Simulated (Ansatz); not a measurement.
**A computed series for Sc: pressure series**

Consider Sc in the hcp (Mg type) structure (space group P6_3/mmc, No. 194; a = 3.3194 Å, c = 5.1664 Å).

Cell and atoms are relaxed at each pressure.

All numbers come from PBE (Ansatz, an electronic-structure program; PAW; 420 eV plane waves; no spin-orbit coupling).

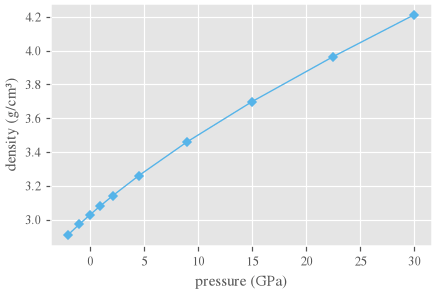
Density against pressure

Task: From the plot, what is the density for pressure 9 GPa?

Result: About 3.5 g/cm³.

Task: Is the trend monotonic over the range shown?

Result: Yes, it rises throughout, spanning 2.91 g/cm³ to 4.21 g/cm³.

Load acts through the strain it causes; cell and atoms are relaxed under it. No phonon test of stability was made. No other phases were tried under pressure. The final runs are not spin-polarised.
